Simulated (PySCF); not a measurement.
# C5H9FOSi: the cost of one run

Programs: PySCF 2.14.0, with routines of our own; each step states its level. All values are computed. Atoms count from 0.

## (1) The system as given

17 atoms, charge 0, multiplicity 1; geometry from: GFN2-xTB.

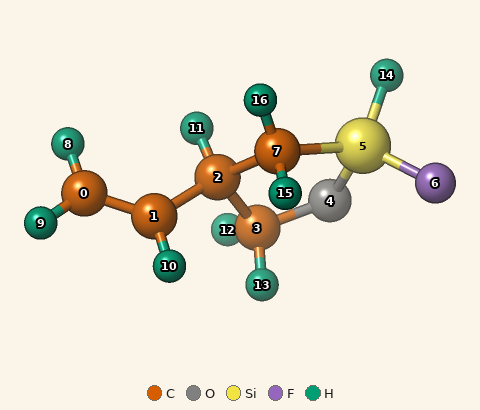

The starting geometry (carbon orange, oxygen grey, silicon yellow, fluorine purple, hydrogen teal).

## (2) Circular dichroism and optical rotation: TDDFT CAM-B3LYP/def2-SVPD

What the job is given:

```
{"job": {"kind": "ecd", "xc": "CAM-B3LYP", "basis": "def2-SVPD", "nstates": 12}, "charge": 0, "multiplicity": 1}
C      2.750318     0.340925    -0.156414
C      1.581190    -0.179962    -0.478925
C      0.296550     0.117292     0.222743
C     -0.358950    -1.157776     0.786315
O     -1.735929    -0.934376     0.997883
Si    -2.366259     0.304751     0.158644
F     -3.485933    -0.248631    -0.858227
C     -0.743627     0.763522    -0.709207
H      2.857338     1.025991     0.668613
H      3.648784     0.108352    -0.701861
H      1.499935    -0.862653    -1.315606
H      0.478914     0.797293     1.060320
H      0.087629    -1.447136     1.740592
H     -0.248040    -1.988347     0.081044
H     -3.033611     1.245499     1.027813
H     -0.694242     0.303829    -1.698560
H     -0.541065     1.823457    -0.835078
```

Level: TDDFT CAM-B3LYP/def2-SVPD circular dichroism and optical rotation, one conformer, gas phase.

Started as:

```
OMP_NUM_THREADS=1 python excited_run.py task.json out
```

This one command runs all jobs of the session in turn.

**Question.** How long does this job take on 1 thread of Arm Neoverse V1, shared host, and how much memory does it need?

About 3.1 min, with a peak of 1.1 GiB.
